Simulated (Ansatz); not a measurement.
# W2CF2 monolayer: a soft mode frozen in, part 2 of 2

Which phase does W2CF2 monolayer fall into along its unstable mode, and how much energy does it gain?

Ansatz 0.2.0; DFT PBE, scalar-relativistic, plane waves, PAW; PAW set soft_1.

So far, highest frequency on the path or at a solved wavevector (cm⁻¹): step 2 (phonons on a q mesh) 695. Also lowest frequency on the path (cm⁻¹): step 2 -169.

### Step 6. Relaxation from the frozen mode

Starting from the lowest point found, all atoms and the cell are let go, so that strain and other modes of the same symmetry can join in.

Contents of input.yaml:

```yaml
crystal:
  lattice:
    - [2.8473259017, 0.0, 0.0]
    - [0.0, 4.9317131275, 0.0]
    - [0.0, 0.0, 35.6515995878]
  atoms:
    - { symbol: C, position: [0.5, 0.5043055663, 0.2826442871] }
    - { symbol: C, position: [0.0, -0.0043055663, 0.2783403597] }
    - { symbol: W, position: [0.0, 0.317313915, 0.3198986186] }
    - { symbol: W, position: [0.5, 0.8493527517, 0.3191923609] }
    - { symbol: W, position: [0.5, 0.182686085, 0.2410860282] }
    - { symbol: W, position: [1.0, 0.6506472483, 0.2417922859] }
    - { symbol: F, position: [0.5, 0.1730517657, 0.3657134134] }
    - { symbol: F, position: [1.0, 0.6602815677, 0.3620813514] }
    - { symbol: F, position: [0.0, 0.3269482343, 0.1952712334] }
    - { symbol: F, position: [0.5, 0.8397184323, 0.1989032954] }
  periodic: [true, true, false]
kpoints:
  mp_grid: { grid: [12, 8, 1] }
hamiltonian:
  xc: pbe
  pseudopotentials: { kind: paw, azcp: { folder: soft_1 } }
scf:
  occupations: { method: methfessel_paxton, width: 0.2 }
output:
  forces: true
  stress: true
  eigenvalues: true
  write_density: true
  write_potential: true
  elf: true
  volumetric_format: npy
relax:
  adjacent_minimum: "off"
  f_tol: 0.002
  max_steps: 120
  cell: { stress_2d_tol: 0.005 }
```

On the command line:

```console
ansatz run input.yaml --threads 4 --pin off --max-ram 16384MiB --backend cpu --events-out ev --progress --plain --runs-dir out
```

Numbers of over 12 decimals in the logs are rounded to 6 here.

Log:

```text
[...]
Crystal: 10 atoms, lattice volume = 500.627 Å³
Basis set: ecut = 420 eV, 9847 PW (Γ), exchange–correlation on 40×72×480 points (8 copies of the dense FFT grid, shifted against one another)
Bands: 56, of which v1, the nominal top of the filled ones, is band 46 counted from 1 (45 counted from 0)
Symmetry: 4 space group operations
[...]
k-points: 35 of 96
[...]
SCF iter   1: F=—  HF=-45281.541485 eV  |F-HF|=—  |Δ(HF+E_count)|=         —  Δρ=6.16e-2  dr2=2.89e1  ethr=3.10e-3  ⟨swp⟩=11.0  Hψ=12959  notcnv=0
[...]
SCF iter  10: F=-45274.673146 eV  HF=-45274.673146 eV  |F-HF|=3.86e-7  |Δ(HF+E_count)|=   1.01e-6  S|Δr|=    0.00e0  Δρ=3.13e-6  dr2=2.79e-8  ethr=1.09e-10  ⟨swp⟩=32.3  Hψ=26927  notcnv=0
SCF 1 converged in 10 iterations: F = -45274.673146 eV  dr2 = 2.79e-8
[...]
relax step   1: F+E_penalty+E_count = -45274.67314593 eV  Δ(F+E_penalty+E_count) = +0.000e0 eV  max|allowed force component| = 2.915e-1 eV/Å  Δτ_max = 0.0000 Å  P = +2.606 N/m  Ω = 500.627 Å³  fix = [c, alpha, beta]  reactions: c +0.000 N/m; alpha +0.000 N/m/rad  (10 SCF iters, dr2 threshold 1.00e-7 eV, accepted)
[... from here on, the SCF cycles and remarks between the steps are left out ...]
relax step   2: F+E_penalty+E_count = -45274.81577205 eV  Δ(F+E_penalty+E_count) = -1.426e-1 eV  max|allowed force component| = 1.063e0 eV/Å  Δτ_max = 0.1169 Å  P = -0.823 N/m  Ω = 520.174 Å³  energy of the carried Pulay correction = -9.509e-3 eV  fix = [c, alpha, beta]  reactions: c +0.000 N/m; alpha +0.000 N/m/rad  (9 SCF iters, dr2 threshold 1.00e-6 eV, accepted)
relax step   3: F+E_penalty+E_count = -45275.20276612 eV  Δ(F+E_penalty+E_count) = -3.870e-1 eV  max|allowed force component| = 1.073e0 eV/Å  Δτ_max = 0.1943 Å  P = -2.301 N/m  Ω = 547.484 Å³  energy of the carried Pulay correction = -2.220e-2 eV  fix = [c, alpha, beta]  reactions: c +0.000 N/m; alpha +0.000 N/m/rad  (7 SCF iters, dr2 threshold 1.00e-6 eV, accepted)
relax step   4: F+E_penalty+E_count = -45275.30034620 eV  Δ(F+E_penalty+E_count) = -9.758e-2 eV  max|allowed force component| = 7.189e-1 eV/Å  Δτ_max = 0.1949 Å  P = -3.466 N/m  Ω = 571.752 Å³  energy of the carried Pulay correction = -3.294e-2 eV  fix = [c, alpha, beta]  reactions: c +0.000 N/m; alpha +0.000 N/m/rad  (8 SCF iters, dr2 threshold 1.00e-6 eV, accepted)
relax step   5: F+E_penalty+E_count = -45275.41517729 eV  Δ(F+E_penalty+E_count) = -1.148e-1 eV  max|allowed force component| = 6.694e-1 eV/Å  Δτ_max = 0.2000 Å  P = +2.988 N/m  Ω = 544.687 Å³  energy of the carried Pulay correction = -2.093e-2 eV  fix = [c, alpha, beta]  reactions: c -0.000 N/m; alpha -0.000 N/m/rad  (7 SCF iters, dr2 threshold 1.00e-6 eV, accepted)
relax step   6: F+E_penalty+E_count = -45274.69337775 eV  Δ(F+E_penalty+E_count) = +7.218e-1 eV  max|allowed force component| = 2.458e0 eV/Å  Δτ_max = 0.1944 Å  P = -1.414 N/m  Ω = 562.440 Å³  energy of the carried Pulay correction = -2.888e-2 eV  fix = [c, alpha, beta]  (10 SCF iters, dr2 threshold 1.00e-6 eV, rejected (line search))
relax step   7: F+E_penalty+E_count = -45275.46741490 eV  Δ(F+E_penalty+E_count) = -5.224e-2 eV  max|allowed force component| = 5.256e-1 eV/Å  Δτ_max = 0.0972 Å  P = +3.044 N/m  Ω = 553.446 Å³  energy of the carried Pulay correction = -2.489e-2 eV  fix = [c, alpha, beta]  reactions: c -0.000 N/m; alpha -0.000 N/m/rad  (13 SCF iters, accepted)
relax step   8: F+E_penalty+E_count = -45275.49835007 eV  Δ(F+E_penalty+E_count) = -3.094e-2 eV  max|allowed force component| = 1.363e-1 eV/Å  Δτ_max = 0.0255 Å  P = -0.731 N/m  Ω = 559.080 Å³  energy of the carried Pulay correction = -2.739e-2 eV  fix = [c, alpha, beta]  reactions: c +0.000 N/m; alpha +0.000 N/m/rad  (6 SCF iters, dr2 threshold 1.00e-6 eV, accepted)
relax step   9: F+E_penalty+E_count = -45275.50158806 eV  Δ(F+E_penalty+E_count) = -3.238e-3 eV  max|allowed force component| = 1.325e-1 eV/Å  Δτ_max = 0.0323 Å  P = -0.617 N/m  Ω = 560.575 Å³  energy of the carried Pulay correction = -2.806e-2 eV  fix = [c, alpha, beta]  reactions: c +0.000 N/m; alpha +0.000 N/m/rad  (6 SCF iters, dr2 threshold 1.00e-6 eV, accepted)
relax step  10: F+E_penalty+E_count = -45275.50681925 eV  Δ(F+E_penalty+E_count) = -5.231e-3 eV  max|allowed force component| = 1.004e-1 eV/Å  Δτ_max = 0.0242 Å  P = +0.292 N/m  Ω = 560.232 Å³  energy of the carried Pulay correction = -2.790e-2 eV  fix = [c, alpha, beta]  reactions: c +0.000 N/m; alpha -0.000 N/m/rad  (5 SCF iters, dr2 threshold 1.00e-6 eV, accepted)
relax step  11: F+E_penalty+E_count = -45275.50786448 eV  Δ(F+E_penalty+E_count) = -1.045e-3 eV  max|allowed force component| = 1.065e-1 eV/Å  Δτ_max = 0.0256 Å  P = -0.296 N/m  Ω = 562.720 Å³  energy of the carried Pulay correction = -2.900e-2 eV  fix = [c, alpha, beta]  reactions: c +0.000 N/m; alpha -0.000 N/m/rad  (5 SCF iters, dr2 threshold 6.30e-7 eV, accepted)
[...]
relax step  24: F+E_penalty+E_count = -45275.58907594 eV  Δ(F+E_penalty+E_count) = -1.886e-3 eV  max|allowed force component| = 1.573e-2 eV/Å  Δτ_max = 0.0105 Å  P = +0.056 N/m  Ω = 564.597 Å³  energy of the carried Pulay correction = -1.709e-3 eV  fix = [c, alpha, beta]  reactions: c +0.000 N/m; alpha -0.000 N/m/rad  (5 SCF iters, dr2 threshold 5.89e-7 eV, accepted)
relax step  25: F+E_penalty+E_count = -45275.58903685 eV  Δ(F+E_penalty+E_count) = +3.909e-5 eV  max|allowed force component| = 7.254e-3 eV/Å  Δτ_max = 0.0021 Å  P = +0.013 N/m  Ω = 564.940 Å³  energy of the carried Pulay correction = -1.871e-3 eV  fix = [c, alpha, beta]  reactions: c -0.000 N/m; alpha -0.000 N/m/rad  (6 SCF iters, dr2 threshold 1.58e-8 eV, accepted)
relax step  26: F+E_penalty+E_count = -45275.58902612 eV  Δ(F+E_penalty+E_count) = +1.073e-5 eV  max|allowed force component| = 2.906e-3 eV/Å  Δτ_max = 0.0011 Å  P = +0.002 N/m  Ω = 564.994 Å³  energy of the carried Pulay correction = -1.897e-3 eV  fix = [c, alpha, beta]  reactions: c -0.000 N/m; alpha +0.000 N/m/rad  (5 SCF iters, dr2 threshold 3.29e-9 eV, accepted)
relax step  27: F+E_penalty+E_count = -45275.58903570 eV  Δ(F+E_penalty+E_count) = -9.584e-6 eV  max|allowed force component| = 2.400e-3 eV/Å  Δτ_max = 0.0007 Å  P = -0.001 N/m  Ω = 564.980 Å³  energy of the carried Pulay correction = -1.891e-3 eV  fix = [c, alpha, beta]  reactions: c +0.000 N/m; alpha +0.000 N/m/rad  (5 SCF iters, dr2 threshold 5.28e-10 eV, accepted)
relax step  28: F+E_penalty+E_count = -45275.58904462 eV  Δ(F+E_penalty+E_count) = -8.916e-6 eV  max|allowed force component| = 1.015e-3 eV/Å  Δτ_max = 0.0002 Å  P = +0.005 N/m  Ω = 564.962 Å³  energy of the carried Pulay correction = -1.882e-3 eV  fix = [c, alpha, beta]  reactions: c +0.000 N/m; alpha -0.000 N/m/rad  (5 SCF iters, dr2 threshold 3.60e-10 eV, accepted)
relax step  29: F+E_penalty+E_count = -45275.59101294 eV  Δ(F+E_penalty+E_count) = -1.968e-3 eV  max|allowed force component| = 9.351e-4 eV/Å  Δτ_max = 0.0000 Å  P = +0.014 N/m  Ω = 564.962 Å³  fix = [c, alpha, beta]  reactions: c +0.000 N/m; alpha -0.000 N/m/rad  stress off target by 1.88e-2 N/m on what of the cell is left free  SCF on the basis re-selected at this cell (its energy is not comparable with the rows above)  (7 SCF iters)
relax step  30: F+E_penalty+E_count = -45275.59099530 eV  Δ(F+E_penalty+E_count) = +1.764e-5 eV  max|allowed force component| = 9.224e-4 eV/Å  Δτ_max = 0.0002 Å  P = -0.003 N/m  Ω = 565.004 Å³  energy of the carried Pulay correction = -1.826e-5 eV  fix = [c, alpha, beta]  reactions: c +0.000 N/m; alpha +0.000 N/m/rad  (5 SCF iters, dr2 threshold 3.44e-10 eV, accepted)
relax step  31: F+E_penalty+E_count = -45275.59102540 eV  Δ(F+E_penalty+E_count) = -3.010e-5 eV  max|allowed force component| = 9.234e-4 eV/Å  Δτ_max = 0.0000 Å  P = -0.003 N/m  Ω = 565.004 Å³  fix = [c, alpha, beta]  reactions: c +0.000 N/m; alpha +0.000 N/m/rad  stress off target by 3.24e-3 N/m on what of the cell is left free  SCF on the basis re-selected at this cell (its energy is not comparable with the rows above)  (7 SCF iters)
[...]
WARN: The output density's exchange-correlation potential varies sharply where the density is thin. Do not read a vacuum level from v_tot or v_xc, or from such a field of the output density. On a cell that repeats whose density bears no net charge and no dipole along the vacuum's axis use v_es (v_loc + v_h of the components); under efield.dipole_correction with no amplitude use v_es + v_field, which holds any externa [...]
SCF converged after 7 iterations
[...]
Free energy (F): -45275.591025 eV
[...]
Internal energy: -45275.598433 eV  (E = F + TS)
E sigma→0 (E₀):  -45275.592877 eV
Entropy (-TS):   0.007408 eV (0.741 meV/atom)
Fermi energy:    -4.864565 eV
[...]
--- Forces (eV/Å), atoms counted from 1 ---
  atom   1  C     -0.00000000     0.00004639     0.00043720
  atom   2  C      0.00000000    -0.00004639    -0.00043720
  atom   3  W      0.00000000    -0.00008046    -0.00031509
  atom   4  W     -0.00000000     0.00049713    -0.00091717
  atom   5  W     -0.00000000     0.00008046     0.00031509
  atom   6  W      0.00000000    -0.00049713     0.00091717
  atom   7  F      0.00000000     0.00044623     0.00092337
  atom   8  F     -0.00000000     0.00003815    -0.00030182
  atom   9  F     -0.00000000    -0.00044623    -0.00092337
  atom  10  F      0.00000000    -0.00003815     0.00030182
  max |Σ_I F_I| component: 5.42e-20 eV/Å
--- 2D stress c σ (N/m, compression-positive) ---
       -0.003240      -0.000000      -0.000000
       -0.000000      -0.002744      -0.000000
       -0.000000      -0.000000      -0.000000
  P = ½ c Tr σ = -0.0030 N/m
--- Band table (eV; the first three rows and the last of 35) ---
  k-point 0: bands = [... 42 lower, -6.6891, -6.6644, -5.7075, -5.1595, -4.8014, -4.4514, -4.1255, -4.1081, ... 6 higher]
  k-point 1: bands = [... 42 lower, -6.7118, -6.6414, -5.8385, -5.0401, -4.9034, -4.7462, -4.1251, -4.0431, ... 6 higher]
  k-point 2: bands = [... 42 lower, -6.7585, -6.5612, -6.0004, -5.3484, -5.1689, -4.7163, -4.1625, -4.0839, ... 6 higher]
  k-point 34: bands = [... 42 lower, -5.4520, -5.4520, -3.9861, -3.9861, -3.3835, -3.3835, -3.1715, -3.1715, ... 6 higher]
--- Relaxed structure (28 steps of the walk, 26 accepted, 3 SCFs on fresh bases) ---
  F+E_penalty+E_count = -45275.59102540 eV   max|allowed force component| = 9.234e-4 eV/Å   (the final SCF, on the basis selected at the relaxed cell)
  cell:  # Å, volume = 565.0038 Å³
    - [2.947619, 0.0, 0.0]
    - [0.0, 5.376517, 0]
    - [0.0, 0, 35.6515995878]
  atoms:
    - { symbol: C, position: [0.500000, 0.496278, 0.287795] }
    - { symbol: C, position: [0, 0.00372249, 0.273190] }
    - { symbol: W, position: [0, 0.274188, 0.316452] }
    - { symbol: W, position: [0.500000, 0.855933, 0.311797] }
    - { symbol: W, position: [0.500000, 0.225812, 0.244533] }
    - { symbol: W, position: [1.000000, 0.644067, 0.249187] }
    - { symbol: F, position: [0.500000, 0.115805, 0.359927] }
    - { symbol: F, position: [1.000000, 0.606697, 0.350927] }
    - { symbol: F, position: [0, 0.384195, 0.201058] }
    - { symbol: F, position: [0.500000, 0.893303, 0.210057] }
```

It took 24 min on 4 threads of Arm Neoverse N1, shared host; peak memory 1.6 GiB; 1.6 h of CPU time.

The steps of the relaxation (22 of 31):

```csv
step,energy less that of the first step (eV),largest force component (eV/Å),volume (Å³)
1,0.0000,0.2915,500.63
2,-0.1426,1.0632,520.17
4,-0.6272,0.7189,571.75
5,-0.7420,0.6694,544.69
7,-0.7943,0.5256,553.45
8,-0.8252,0.1363,559.08
10,-0.8337,0.1004,560.23
11,-0.8347,0.1065,562.72
12,-0.8399,0.0694,560.80
14,-0.8419,0.0458,560.65
15,-0.8421,0.0121,560.73
17,-0.8421,0.0068,560.76
18,-0.8421,0.0044,560.77
20,-0.8421,0.0009,560.80
21,-0.8421,0.0004,560.82
22*,-0.9142,0.0036,560.82
24,-0.9159,0.0157,564.60
25,-0.9159,0.0073,564.94
27,-0.9159,0.0024,564.98
28,-0.9159,0.0010,564.96
30,-0.9178,0.0009,565.00
31*,-0.9179,0.0009,565.00
```

Relaxation steps marked * repeat the geometry before them on a plane-wave basis chosen anew for their cell, so energy and pressure can jump there. Other such steps can lie between the rows shown. Relaxation steps 6, 16 were tried and not accepted.

The run keeps the 4 symmetry operations that it works with, so distortions that break them were not tested.

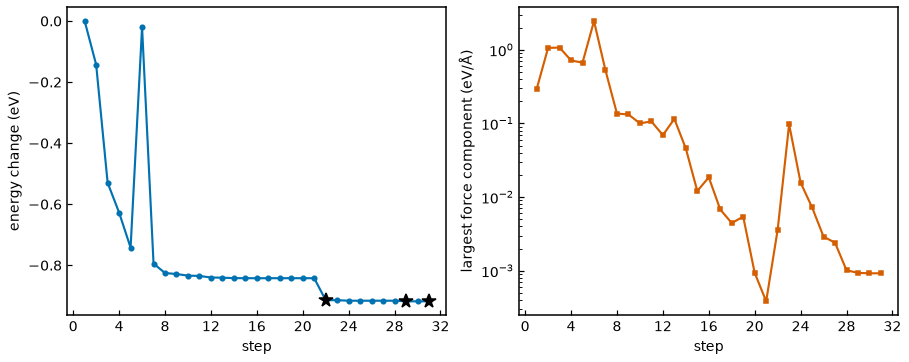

Energy and largest force along the relaxation. Stars mark steps on a basis chosen anew.

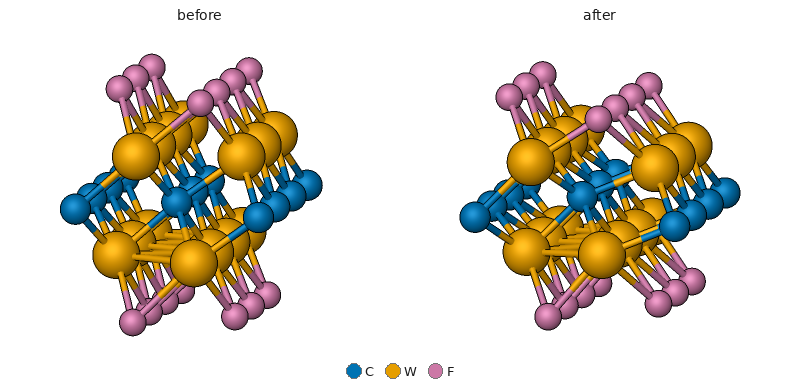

The structure before and after the relaxation, drawn at the same scale.

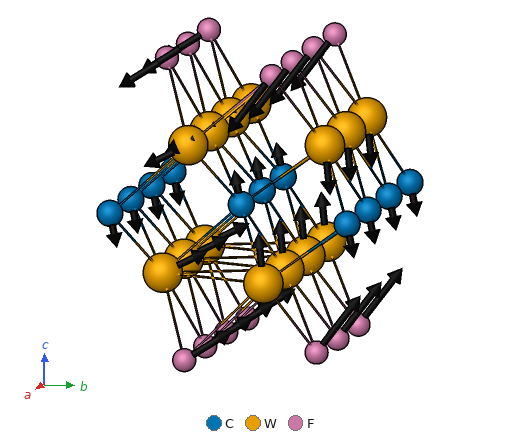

Displacements in the relaxation, exaggerated, measured against the changing cell; the longest in the cell stands for 0.49 Å. 3×1×1 cells are drawn. Some periodic images of atoms are drawn too.

```csv
cell as run,before,after,change
a (Å),2.847,2.948,+3.5 %
b (Å),4.932,5.377,+9.0 %
```

The atoms that moved most (Å, along periodic axes as changes of fractional coordinates times the final cell, across vacuum about the mean position):

```csv
atom,dx,dy,dz,length
F8,0.000,-0.288,-0.398,0.491
F10,0.000,0.288,0.398,0.491
F9,0.000,0.308,0.206,0.371
F7,0.000,-0.308,-0.206,0.371
W6,0.000,-0.035,0.264,0.266
W4,0.000,0.035,-0.264,0.266
W5,0.000,0.232,0.123,0.262
W3,0.000,-0.232,-0.123,0.262
```

The relaxed structure:

```xyz
10
Lattice="2.9476 0.0000 0.0000 0.0000 5.3765 0.0000 0.0000 0.0000 35.6516" Properties=species:S:1:pos:R:3
C     1.4738    2.6682   10.2604
C     0.0000    0.0200    9.7396
W     0.0000    1.4742   11.2820
W     1.4738    4.6019   11.1161
W     1.4738    1.2141    8.7180
W     2.9476    3.4628    8.8839
F     1.4738    0.6226   12.8320
F     2.9476    3.2619   12.5111
F     0.0000    2.0656    7.1680
F     1.4738    4.8029    7.4889
```

Numbers from this step:

* area per atom: 1.585 Å²

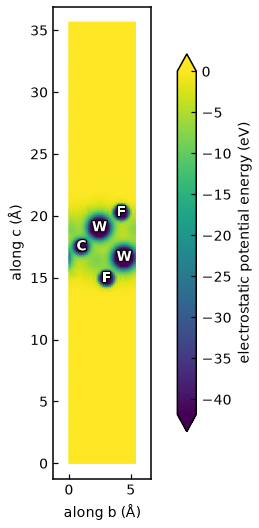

Electrostatic potential energy in the bc plane at fractional x = 0.000, with atoms of C and W and F within 0.2 Å of it. With pseudopotentials it is smooth inside the atoms' cores, unlike the true potential. The map starts off the cell's origin, so that atoms lie inside it.

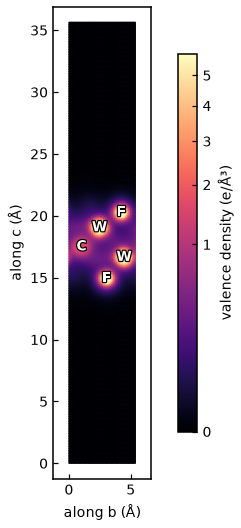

Valence density in the bc plane at fractional x = 0.000, with atoms of C and W and F within 0.2 Å of it. It is the smooth field of the valence electrons, not physical close to the nuclei. The map starts off the cell's origin, so that atoms lie inside it. The colour scale is stretched toward low values.

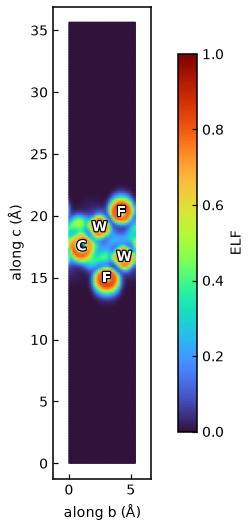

ELF in the bc plane at fractional x = 0.000, with atoms of C and W and F within 0.2 Å of it. It is the smooth field of the valence electrons, not physical close to the nuclei. The map starts off the cell's origin, so that atoms lie inside it.

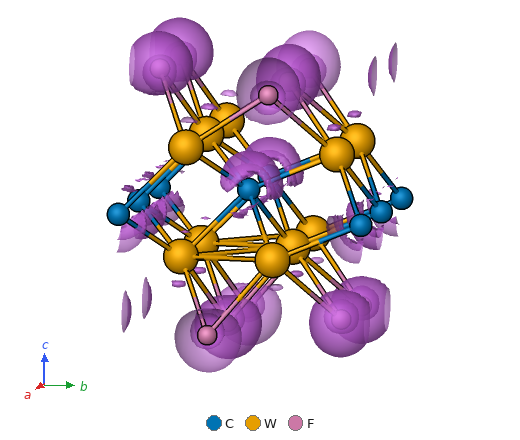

Surface of ELF = 0.75. 2×1×1 cells are drawn.

The distorted start has space group P2_1/m; the relaxation ends in P2_1/m.

### Step 7. The phases reached

The phases reached along the modes that were followed are set side by side.

Energies are those of the first relaxation, on the mesh of the frozen mode; space group, volume and gap are those of the last relaxation. Phases, by row:

```csv
mode frozen in,space group,energy from parent (meV/atom),volume (Å³/atom),gap on mesh (eV),lowest zone-centre optical mode (cm⁻¹),largest shift (Å)
parent,P-3m1,0,50.06,0,–,–
"q = (0, -0.5, 0), 169i cm⁻¹",P2_1/m,-190.8,58.71,0,–,0.752
"q = (0, -0.5, 0), 112i cm⁻¹",P2_1/m,-98.91,56.5,0,–,0.564
```

### Step 8. Results

| Property | Result |
| --- | --- |
| unstable mode of the parent | q = (0, -0.5, 0), 112i cm⁻¹ |
| depth at the lowest point sampled | 6.77 meV/atom |
| largest atomic shift at that point | 0.08 Å |
| space group reached (within 0.01 Å) | P2_1/m |
| energy gained over the parent (first relaxation, on the mesh of the frozen mode) | 98.9 meV/atom |
| area per atom, phase reached | 1.58 Å² |

Along this mode the structure falls into P2_1/m, 98.9 meV/atom below the parent. At the parent's cell the well is 6.77 meV/atom deep on the steps tried, with its lowest point at a shift of 0.08 Å. Relaxing atoms and cell changes the gain by +92.14 meV/atom against the lowest step (energies at zero smearing). Most of the total comes from this relaxation. The modes of the phase reached were not computed on this path. Of the 2 patterns followed to their end from this parent, this one ends 91.9 meV/atom above the lowest, P2_1/m. Each path keeps the symmetry of its pattern, so a lower phase may lie along a pattern not tried. With no gap, or one that is small against the smearing, the frequencies hang on the k mesh and the smearing, most of all near Kohn anomalies. In a sheet or slab the interpolated bending branch near Γ is rough, since the rotational sum rule isn't imposed. Spin-orbit coupling is left out, which can matter for the heavy elements here. The starting cell was built on a prototype and not taken from a measurement.

[Logs are printed without paths, hosts, clocks, repeated set-up lines and the standing remarks that a program may print on its own settings, such as how far it seeks lower states.]

[Hosts, paths, dates, database ids (printed as entryN), source tags and the programs' standing remarks are cut or masked in the printed files.]
